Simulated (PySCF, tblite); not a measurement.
# C14H6F14Si7: electronic excitations, NMR shifts

Aim: compute the electronic excitations, NMR shifts of C14H6F14Si7 (`C[Si](F)(F)C#C[Si](F)(F)C#C[Si](F)(F)C#C[Si](F)(F)C#C[Si](F)(F)C#C[Si](F)(F)C#C[Si](C)(F)F`).

Programs: tblite 0.8.0 and PySCF 2.14.0, with routines of our own; each step states its level. All values are computed. Atoms count from 0.

## Step 1: The starting structure

41 atoms, charge 0, multiplicity 1; geometry from: force field, distance geometry or constructed start.

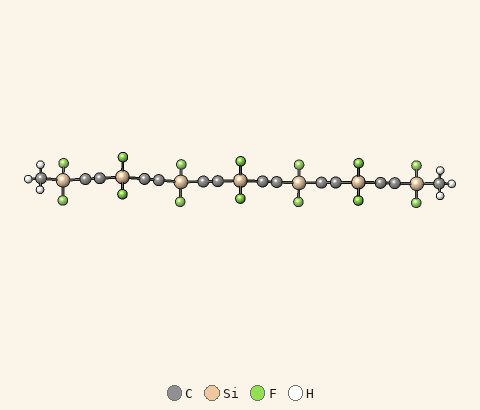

The starting geometry (carbon grey, silicon light orange, fluorine green, hydrogen white).

## Step 2: Relaxing the molecule with GFN2-xTB

Job settings and geometry (Å):

```
{"job": {"kind": "relax", "xc": "GFN2-xTB", "basis": "xTB"}, "charge": 0, "multiplicity": 1}
C    -13.894500    -0.379100     0.346800
Si   -12.324900    -0.749600     1.216400
F    -12.254000    -2.328400     1.524400
F    -12.302000     0.048600     2.608800
C    -10.800800    -0.275900     0.248400
C     -9.820000     0.029300    -0.381200
Si    -8.277400     0.499400    -1.338600
F     -8.281200    -0.283000    -2.733000
F     -8.308300     2.072800    -1.623300
C     -6.696500     0.087000    -0.425800
C     -5.678000    -0.177900     0.156200
Si    -4.095600    -0.589500     1.067300
F     -4.105000     0.165100     2.488100
F     -4.034400    -2.170900     1.312200
C     -2.561100    -0.068900     0.126300
C     -1.575100     0.257500    -0.473900
Si    -0.039100     0.772400    -1.420100
F     -0.066000     2.358200    -1.617000
F     -0.061400     0.069000    -2.859000
C      1.548900     0.299700    -0.544000
C      2.562900    -0.001600     0.018500
Si     4.150500    -0.476000     0.891100
F      4.187900    -2.065800     1.075100
F      4.158900     0.206800     2.337500
C      5.683500     0.058800    -0.040400
C      6.661700     0.399000    -0.639500
Si     8.201200     0.935200    -1.574200
F      8.176000     0.260600    -3.027600
F      8.173100     2.528100    -1.740200
C      9.791700     0.447000    -0.710700
C     10.810500     0.129900    -0.154500
Si    12.378900    -0.367800     0.727600
C     13.908800     0.137700    -0.169500
F     12.387500    -1.965000     0.899200
F     12.386500     0.309500     2.177700
H    -13.991100     0.694400     0.132100
H    -13.964000    -0.912600    -0.608100
H    -14.763500    -0.667700     0.948700
H     13.957100    -0.318100    -1.163600
H     13.951200     1.227100    -0.291800
H     14.806900    -0.173500     0.381600
```

Run with:

```
> OMP_NUM_THREADS=4 python large_run.py task.json out
```

The driver reads the jobs from task.json and runs them one after another.

What it wrote:

```text
step      E/eV     max force
  0   -3043.04479    1.991
  1   -3042.92385    3.977
  2   -3043.22254    0.441
  3   -3043.26411    0.462
  4   -3043.31852    1.892
  5   -3043.35305    1.037
  6   -3043.36816    0.230
  7   -3043.37564    0.258
  8   -3043.38577    0.635
  9   -3043.39505    0.933
 10   -3043.40224    0.454
 11   -3043.40648    0.317
 12   -3043.40623    0.399
 13   -3043.40805    0.080
 14   -3043.40855    0.056
 15   -3043.40900    0.072
 16   -3043.40920    0.060
 17   -3043.40935    0.091
 18   -3043.40960    0.037
 19   -3043.40977    0.043
 20   -3043.40993    0.039
 21   -3043.41004    0.036
 22   -3043.41011    0.014
```

Run time: 2 s. Hardware: 4 threads of Arm Neoverse N1, shared host; peak memory 0.18 GiB.

Step by step: (the energy doesn't fall at every step)

```csv
step,energy from step 0 (eV),largest force (eV/Å)
0,0.0000,1.9911
1,0.1209,3.9773
2,-0.1778,0.4412
3,-0.2193,0.4615
4,-0.2737,1.8916
5,-0.3083,1.0362
6,-0.3234,0.2297
7,-0.3309,0.2580
8,-0.3410,0.6357
9,-0.3503,0.9330
10,-0.3574,0.4536
11,-0.3617,0.3170
12,-0.3614,0.3988
13,-0.3633,0.0799
14,-0.3638,0.0562
15,-0.3642,0.0714
16,-0.3644,0.0602
17,-0.3646,0.0910
18,-0.3648,0.0367
19,-0.3650,0.0434
20,-0.3651,0.0391
21,-0.3653,0.0361
22,-0.3653,0.0148
```

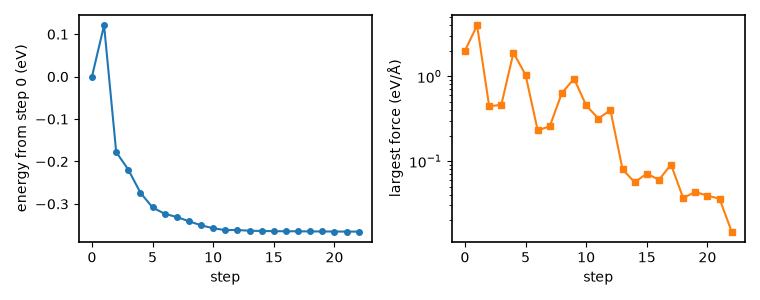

Energy and largest force along the relaxation.

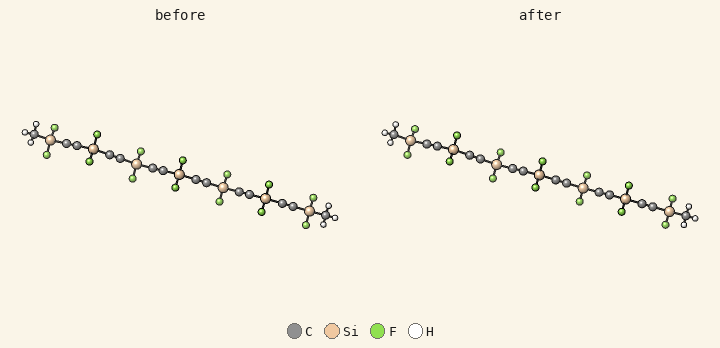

The geometry before (left) and after (right).

Distances of close pairs at the start and the end, largest changes first:

```csv
bond,before (Å),after (Å),change (Å)
C0–Si1,1.832,1.881,+0.048
Si31–C32,1.844,1.881,+0.036
C25–Si26,1.879,1.843,-0.036
C5–Si6,1.875,1.841,-0.035
C15–Si16,1.876,1.842,-0.034
Si26–C29,1.874,1.841,-0.033
Si16–C19,1.874,1.842,-0.032
Si11–C14,1.874,1.843,-0.031
```

The next job starts from the end point, and lists it.

## Step 3: Electronic excitations: TDDFT CAM-B3LYP/6-31G*

Job settings and geometry (Å):

```
{"job": {"kind": "uv", "basis": "6-31G*", "grid": 1, "kgrid": 0, "vcut": 1.5, "nstates": 6, "ntriplets": 2, "tda": false, "delta": [], "pop": true, "xc": "CAM-B3LYP"}, "charge": 0, "multiplicity": 1}
C    -13.927313    -0.363272     0.314316
Si   -12.309141    -0.739488     1.195512
F    -12.204717    -2.286916     1.594997
F    -12.246404    -0.030304     2.630121
C    -10.776041    -0.285768     0.267683
C     -9.786663     0.018696    -0.356100
Si    -8.272378     0.479051    -1.296137
F     -8.280437    -0.223422    -2.730509
F     -8.306055     2.032128    -1.667329
C     -6.695908     0.086714    -0.424744
C     -5.664325    -0.171515     0.148931
Si    -4.093897    -0.566674     1.026850
F     -4.101006     0.106726     2.473678
F     -4.034904    -2.128029     1.351883
C     -2.568427    -0.068661     0.119986
C     -1.564283     0.253975    -0.469782
Si    -0.038929     0.748491    -1.376868
F     -0.065672     2.319716    -1.654956
F     -0.062324     0.122759    -2.844806
C      1.536591     0.295390    -0.536320
C      2.572780     0.000130     0.010505
Si     4.148559    -0.453457     0.852121
F      4.183750    -2.027857     1.110337
F      4.161013     0.157006     2.326497
C      5.669579     0.063253    -0.049039
C      6.669020     0.400077    -0.638488
Si     8.197256     0.911288    -1.533742
F      8.171865     0.320070    -3.017306
F      8.168701     2.488341    -1.785066
C      9.760862     0.432272    -0.688078
C     10.783944     0.114767    -0.128233
Si    12.366776    -0.355216     0.703638
C     13.936206     0.154653    -0.198315
F     12.332948    -1.933539     0.973803
F     12.332795     0.229088     2.194516
H    -14.029603     0.697341     0.102478
H    -14.001703    -0.895504    -0.629811
H    -14.776310    -0.659677     0.927004
H     13.993889    -0.294827    -1.185635
H     13.992557     1.232274    -0.323720
H     14.817274    -0.158590     0.358074
```

Method: TDDFT CAM-B3LYP/6-31G*, vertical, gas phase, core orbitals frozen in the response, virtual orbitals cut by energy.

What it wrote:

```text
start: PBE on a coarse grid of 44278 points
cycle   1  E = -3958.0261014588  dE =  4.668e+00  |g| = 2.288e+00  |ddm| = 7.492e+00
cycle   2  E = -3955.5319061104  dE =  2.494e+00  |g| = 4.473e+00  |ddm| = 4.970e+00
cycle   3  E = -3958.9457963310  dE = -3.414e+00  |g| = 5.263e-01  |ddm| = 3.459e+00
cycle   4  E = -3959.0114794392  dE = -6.568e-02  |g| = 1.901e-01  |ddm| = 6.622e-01
cycle   5  E = -3959.0088993694  dE =  2.580e-03  |g| = 2.123e-01  |ddm| = 2.596e-01
cycle   6  E = -3959.0207496604  dE = -1.185e-02  |g| = 2.267e-02  |ddm| = 1.594e-01
cycle   7  E = -3959.0207810670  dE = -3.141e-05  |g| = 2.055e-02  |ddm| = 2.994e-02
cycle   8  E = -3959.0208928510  dE = -1.118e-04  |g| = 3.424e-03  |ddm| = 1.590e-02
final grid: 197327 points
cycle   9  E = -3961.3048006941  dE = -2.664e-02  |g| = 1.759e-01  |ddm| = 5.212e-01
cycle  10  E = -3961.3037311252  dE =  1.070e-03  |g| = 2.022e-01  |ddm| = 2.323e-01
cycle  11  E = -3961.3100653199  dE = -6.334e-03  |g| = 1.233e-02  |ddm| = 1.299e-01
cycle  12  E = -3961.3100924047  dE = -2.708e-05  |g| = 5.908e-03  |ddm| = 1.733e-02
cycle  13  E = -3961.3100976087  dE = -5.204e-06  |g| = 3.562e-03  |ddm| = 7.387e-03
cycle  14  E = -3961.3101024050  dE = -4.796e-06  |g| = 5.258e-04  |ddm| = 2.827e-03
cycle  15  E = -3961.3101017359  dE =  6.691e-07  |g| = 8.470e-05  |ddm| = 5.403e-04
converged SCF energy = -3961.3101017359

Static polarisability (au): isotropic 262.541, principal 149.464 210.621 427.538

Singlet excitations
state   eV       nm        f      main configurations
  1   5.3036    233.8   0.00000   H->L 0.26, H-4->L 0.16, H-1->L+2 0.12
  2   5.3515    231.7   0.00001   H->L+2 0.26, H-1->L 0.16, H-1->L+4 0.09
  3   5.4272    228.4   0.00000   H->L+4 0.17, H-4->L 0.15, H-1->L+2 0.14
  4   5.5072    225.1   0.00003   H-4->L+2 0.12, H-7->L 0.12, H-1->L+4 0.11
  5   5.5597    223.0   0.00874   H->L+1 0.17, H-5->L 0.17, H-4->L+1 0.11
  6   5.5704    222.6   0.00000   H-7->L+2 0.11, H-10->L 0.11, H-4->L+4 0.10

Triplet excitations (Tamm-Dancoff, eV): 4.4244 4.4574
```

It took 4.2 min on 4 threads of Arm Neoverse N1, shared host; peak memory 2.4 GiB.

The orbitals next to the gap, with their largest atomic shares:

```csv
orbital,eV,atoms
HOMO−4,-10.58,"C20 14 %, C14 14 %, C19 13 %"
HOMO−3,-10.50,"C5 24 %, C4 24 %, C29 14 %"
HOMO−2,-10.49,"C29 23 %, C30 23 %, C5 12 %"
HOMO−1,-10.36,"C4 16 %, C5 16 %, C30 15 %"
HOMO,-10.32,"C30 11 %, C29 11 %, C4 11 %"
LUMO,-1.33,"Si16 13 %, Si21 10 %, Si11 10 %"
LUMO+1,-1.23,"Si16 10 %, C20 10 %, C14 10 %"
LUMO+2,-1.01,"Si6 10 %, Si26 10 %, Si21 8 %"
LUMO+3,-0.83,"C10 9 %, C24 9 %, C25 9 %"
```

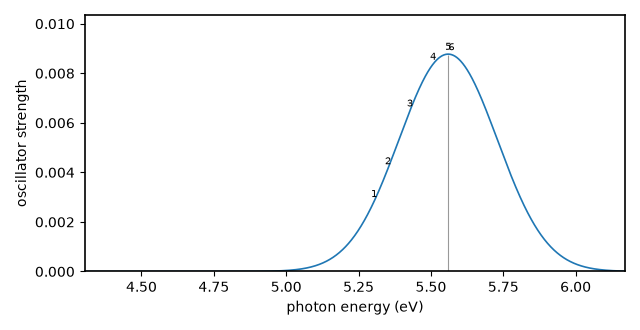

Absorption spectrum from the 6 singlet states computed; above the last one it falls off for lack of states. Lines are broadened to a width of 0.40 eV (Gaussian).

Ground-state properties from the same run:

```csv
property,computed
dipole moment (D),2.23
polarisability (Å³),38.90
HOMO–LUMO gap (eV),8.99
−ε(HOMO) (eV),10.32
```

## Step 4: NMR shifts: GIAO KT3/pcSseg-1

Settings changed since step 3:

```diff
@@ -1,2 +1,2 @@
-{"job": {"kind": "uv", "basis": "6-31G*", "grid": 1, "kgrid": 0, "vcut": 1.5, "nstates": 6, "ntriplets": 2, "tda": false, "delta": [], "pop": true, "xc": "CAM-B3LYP"}, "charge": 0, "multiplicity": 1}
+{"job": {"kind": "nmr", "xc": "KT3", "basis": "pcSseg-1", "pop": false}, "charge": 0, "multiplicity": 1}
 C    -13.927313    -0.363272     0.314316
```

With the program's defaults for keys left out, this is: GIAO KT3/pcSseg-1 NMR shielding, non-relativistic, gas phase.

What it wrote:

```text
start: PBE on a coarse grid of 44278 points
cycle   1  E = -3957.5468226974  dE =  4.439e+00  |g| = 2.265e+00  |ddm| = 7.468e+00
cycle   2  E = -3955.3134898222  dE =  2.233e+00  |g| = 4.401e+00  |ddm| = 4.574e+00
cycle   3  E = -3958.3954077370  dE = -3.082e+00  |g| = 5.083e-01  |ddm| = 3.192e+00
cycle   4  E = -3958.4517502127  dE = -5.634e-02  |g| = 1.687e-01  |ddm| = 6.002e-01
cycle   5  E = -3958.4489360886  dE =  2.814e-03  |g| = 1.953e-01  |ddm| = 2.101e-01
cycle   6  E = -3958.4586763632  dE = -9.740e-03  |g| = 2.073e-02  |ddm| = 1.311e-01
cycle   7  E = -3958.4586883194  dE = -1.196e-05  |g| = 1.951e-02  |ddm| = 2.687e-02
cycle   8  E = -3958.4587801495  dE = -9.183e-05  |g| = 3.857e-03  |ddm| = 1.425e-02
final grid: 410745 points
cycle   9  E = -4003.0615833731  dE = -6.272e-02  |g| = 6.944e-01  |ddm| = 1.537e+00
cycle  10  E = -4002.9100575515  dE =  1.515e-01  |g| = 1.175e+00  |ddm| = 1.279e+00
cycle  11  E = -4003.1190147151  dE = -2.090e-01  |g| = 1.373e-01  |ddm| = 9.168e-01
cycle  12  E = -4003.1212151667  dE = -2.200e-03  |g| = 5.270e-02  |ddm| = 1.479e-01
cycle  13  E = -4003.1219287390  dE = -7.136e-04  |g| = 1.309e-02  |ddm| = 4.137e-02
cycle  14  E = -4003.1219694421  dE = -4.070e-05  |g| = 3.908e-03  |ddm| = 1.278e-02
cycle  15  E = -4003.1219746864  dE = -5.244e-06  |g| = 1.875e-03  |ddm| = 4.516e-03
cycle  16  E = -4003.1219699826  dE =  4.704e-06  |g| = 8.791e-04  |ddm| = 1.751e-03
cycle  17  E = -4003.1219745108  dE = -4.528e-06  |g| = 2.541e-04  |ddm| = 7.004e-04
cycle  18  E = -4003.1219709214  dE =  3.589e-06  |g| = 1.095e-04  |ddm| = 2.519e-04
cycle  19  E = -4003.1219738190  dE = -2.898e-06  |g| = 8.200e-05  |ddm| = 1.353e-04
converged SCF energy = -4003.1219738190

GIAO shielding tensors (ppm)
atom      isotropic    diamagn.    paramagn.     s11        s22        s33       span
  0 C      184.764     240.731     -55.967    178.290    178.946    197.055     18.765
  1 Si     396.752     888.044    -491.292    350.628    391.572    448.056     97.428
  2 F      304.905     473.726    -168.821    230.450    327.392    356.874    126.424
  3 F      304.888     473.578    -168.691    230.414    327.443    356.806    126.392
  4 C       85.628     270.513    -184.885     -5.828     -5.070    267.783    273.611
  5 C       91.911     266.207    -174.295      4.069      5.525    266.141    262.072
  6 Si     443.959     886.745    -442.786    434.045    441.253    456.579     22.534
  7 F      297.790     471.566    -173.776    226.387    306.673    360.310    133.923
  8 F      297.746     471.772    -174.026    226.333    306.640    360.265    133.932
  9 C       88.836     272.927    -184.091     -0.836     -0.193    267.537    268.373
 10 C       90.404     267.526    -177.122      1.572      2.259    267.380    265.808
 11 Si     444.298     889.414    -445.116    435.161    439.926    457.806     22.645
 12 F      297.029     474.785    -177.756    225.352    306.051    359.682    134.330
 13 F      296.976     475.176    -178.199    225.278    306.040    359.611    134.333
 14 C       89.415     272.184    -182.769      0.205      0.336    267.705    267.500
 15 C       89.975     269.986    -180.012      1.059      1.189    267.676    266.617
 16 Si     444.217     888.782    -444.565    435.578    439.738    457.335     21.757
 17 F      296.864     473.974    -177.110    225.250    305.878    359.464    134.213
 18 F      296.785     474.007    -177.222    225.177    305.831    359.347    134.169
 19 C       89.981     270.001    -180.021      1.067      1.192    267.682    266.614
 20 C       89.441     272.149    -182.708      0.247      0.369    267.707    267.461
 21 Si     444.282     889.411    -445.129    435.187    439.913    457.747     22.559
 22 F      297.001     474.924    -177.923    225.336    306.047    359.619    134.283
 23 F      297.007     475.033    -178.026    225.326    306.096    359.599    134.273
 24 C       90.404     267.509    -177.104      1.566      2.259    267.388    265.822
 25 C       88.855     272.887    -184.032     -0.807     -0.169    267.540    268.347
 26 Si     443.961     886.702    -442.741    434.098    441.193    456.591     22.493
 27 F      297.733     471.728    -173.996    226.314    306.626    360.258    133.944
 28 F      297.773     471.564    -173.791    226.358    306.636    360.325    133.967
 29 C       91.901     266.069    -174.168      4.044      5.499    266.158    262.114
 30 C       85.631     270.657    -185.026     -5.823     -5.072    267.787    273.610
 31 Si     396.734     888.069    -491.336    350.615    391.509    448.077     97.463
 32 C      184.765     240.776     -56.012    178.297    178.954    197.043     18.746
 33 F      304.885     473.769    -168.884    230.419    327.367    356.869    126.450
 34 F      304.843     473.565    -168.722    230.378    327.348    356.803    126.425
 35 H       31.317      22.456       8.861     27.274     29.141     37.536     10.262
 36 H       31.319      22.548       8.771     27.273     29.141     37.543     10.270
 37 H       31.132       1.276      29.855     26.694     28.126     38.575     11.882
 38 H       31.318      22.567       8.751     27.274     29.139     37.541     10.267
 39 H       31.318      22.449       8.868     27.273     29.141     37.538     10.265
 40 H       31.132       1.278      29.854     26.695     28.129     38.573     11.879
```

Wall time 36 s (4 threads of Arm Neoverse N1, shared host); peak memory 1.5 GiB.

Shifts follow as δ = σ(reference) − σ, with reference shieldings (ppm) from runs at the same level and on the same kind of geometry: 1H TMS 31.76, 13C TMS 184.7, 29Si TMS 361.7, 19F CFCl3 142.4. The references are single molecules in the gas phase, so shifts against H2O, NH3, PH3, H3PO4 or CFCl3 are not on the usual liquid scales and can be off by tens of ppm. Atoms listed in one row are averaged.

```csv
atoms,environment,σ (ppm),δ (ppm)
"C4, C30",alkyne carbon,85.6,99.1
"C9, C25",alkyne carbon,88.8,95.9
"C14, C20",alkyne carbon,89.4,95.3
"C15, C19",alkyne carbon,90.0,94.7
"C10, C24",alkyne carbon,90.4,94.3
"C5, C29",alkyne carbon,91.9,92.8
"C0, C32",methyl carbon bonded to Si,184.8,0.0
"H35, H36, H37, H38, H39, H40",hydrogen on a methyl carbon bonded to Si,31.26,0.50
"Si1, Si31","silicon bonded to 2 C, 2 F",396.7,-35.1
"Si6, Si26","silicon bonded to 2 C, 2 F",444.0,-82.3
Si16,"silicon bonded to 2 C, 2 F",444.2,-82.5
"Si11, Si21","silicon bonded to 2 C, 2 F",444.3,-82.6
"F17, F18",fluorine bonded to Si,296.8,-154.5
"F12, F13, F22, F23",fluorine bonded to Si,297.0,-154.6
"F7, F8, F27, F28",fluorine bonded to Si,297.8,-155.4
"F2, F3, F33, F34",fluorine bonded to Si,304.9,-162.5
```

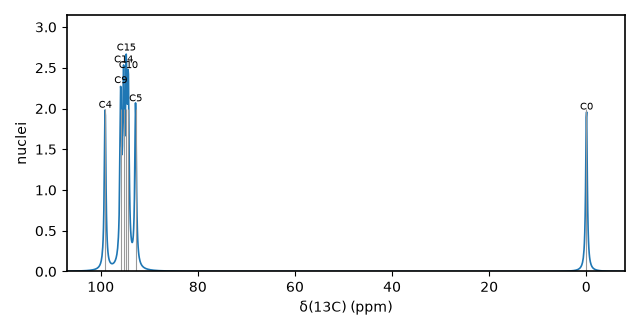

13C lines at the computed shifts, without couplings. Lines are broadened to a width of 0.40 ppm (Lorentzian).

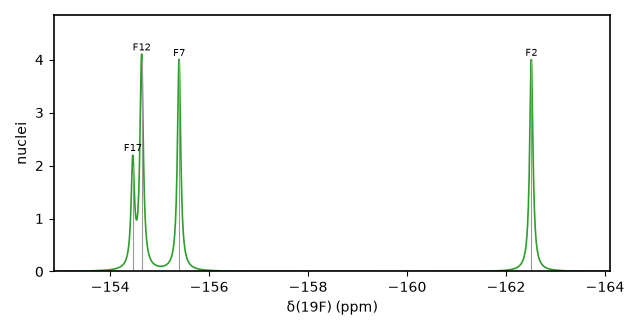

19F lines at the computed shifts, without couplings. Lines are broadened to a width of 0.08 ppm (Lorentzian).

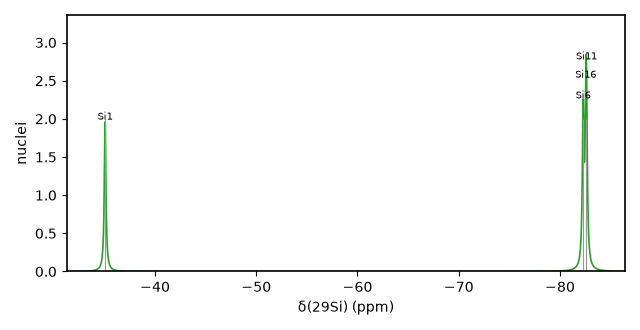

29Si lines at the computed shifts, without couplings. Lines are broadened to a width of 0.19 ppm (Lorentzian).

## Step 5: What came out

| quantity | value |
| --- | --- |
| lowest singlet (CAM-B3LYP/6-31G*) | 5.30 eV (234 nm), f = 0.000 |
| brightest single state of those computed | state 5, 5.56 eV, f = 0.009 |
| lowest triplet | 4.42 eV |
| 13C shifts against TMS (KT3/pcSseg-1, means over atoms taken as alike) | 99.1, 95.9, 95.3, 94.7, 94.3, 92.8, 0.0 ppm |
| 1H shifts against TMS (KT3/pcSseg-1, means over atoms taken as alike) | 0.50 ppm |
| 29Si shifts against TMS (KT3/pcSseg-1, means over atoms taken as alike) | -35.1, -82.3, -82.5, -82.6 ppm |
| 19F shifts against CFCl3 (KT3/pcSseg-1, means over atoms taken as alike) | -154.5, -154.6, -155.4, -162.5 ppm |

What this shows: The lowest singlet, at 5.30 eV, is HOMO→LUMO 0.26, HOMO−4→LUMO 0.16 and is dark; of the 6 states computed, the strongest absorption comes from state 5 at 5.56 eV. The lowest triplet lies 0.88 eV below the lowest singlet (triplets in Tamm-Dancoff, singlets in full TDDFT).
